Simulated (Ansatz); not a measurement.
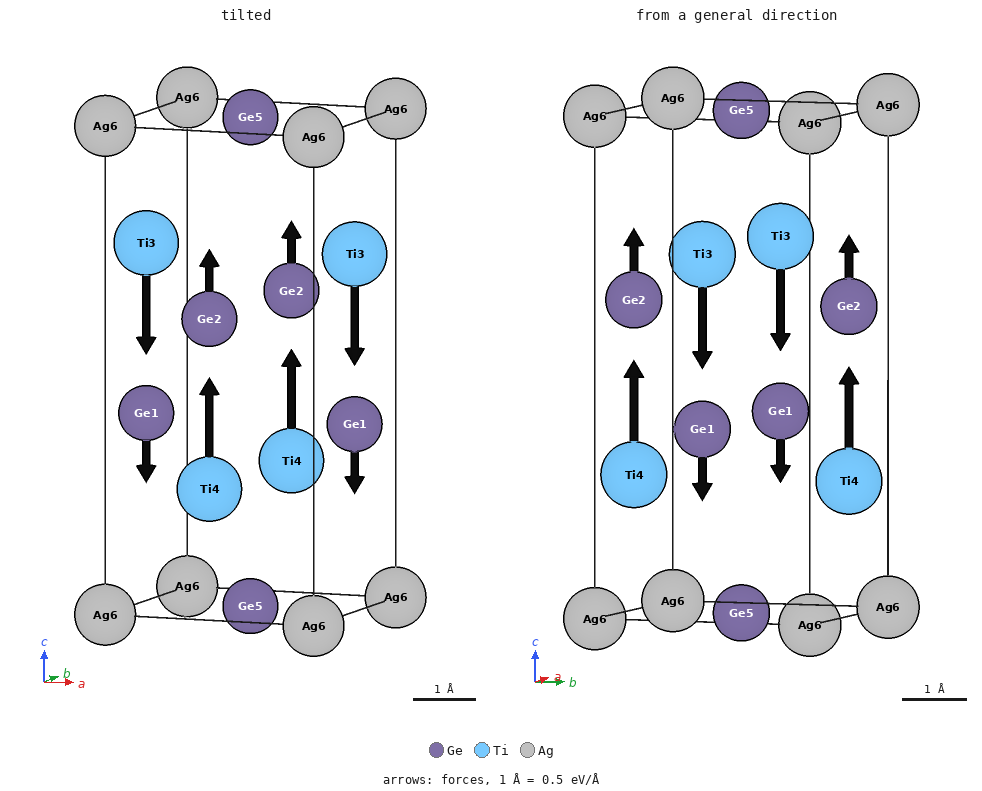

Spheres-only drawing of the structure, looking slightly off an axis and from a general direction. The parallelepiped is the simulation cell. The arrows are the computed forces on the atoms.

System: Ti₂AgGe₃. The calculation used Ansatz, DFT, PAW plane waves, PBEsol, with wavefunction cutoff 420 eV, k-points on a 9×9×5 grid, Fermi-Dirac smearing of 0.1 eV, no spin polarisation.

### Are the forces small enough to call this converged?

No. The atoms still feel forces of up to about 0.66 eV/Å, far above a usual threshold of 0.01 to 0.03 eV/Å.

### Which atom carries the strongest force?

Ti3 and Ti4, about 0.66 eV/Å.

About the cell: it is a generated cell, made by putting these elements into a known structure type (the compound may or may not exist in this form), and it is unrelaxed. It was run through Ansatz as a DFT input.
